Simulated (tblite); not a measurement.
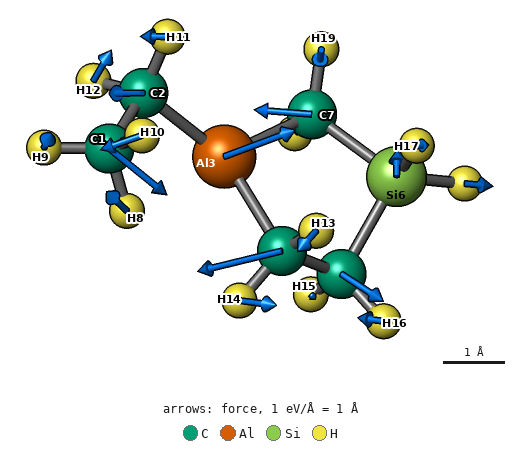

Starting geometry of C5H13AlSi with the computed forces as blue arrows. The picture is a ball-and-stick view, seen at a tilt.

Computed with tblite, GFN2-xTB geometry optimisation, gas phase. 

What follows when this structure is relaxed?

It isn't relaxed: the largest force vector, on a C atom, is 1.61 eV/Å. The final displacements have little in common with the starting forces (cosine between the two patterns 0.21). The energy falls by 17.6 kcal/mol in 133 geometry steps. The atom that moves furthest after the best rigid fit is an H atom (0.92 Å). Largest moves by element: H 0.92 Å, Al 0.42 Å, C 0.32 Å, Si 0.27 Å. Among the contacts that change: C–H 1.121 → 1.090 Å, C–Si 1.880 → 1.911 Å, H–Si 1.443 → 1.472 Å, C–C 1.521 → 1.542 Å. Among the angles between lasting bonds that change: H–C–H 114.0° → 104.8°, C–C–Si 101.4° → 110.3°, Al–C–H 105.3° → 113.3°. Groups turn about C–C by about 40°, C–Si by about 20°.
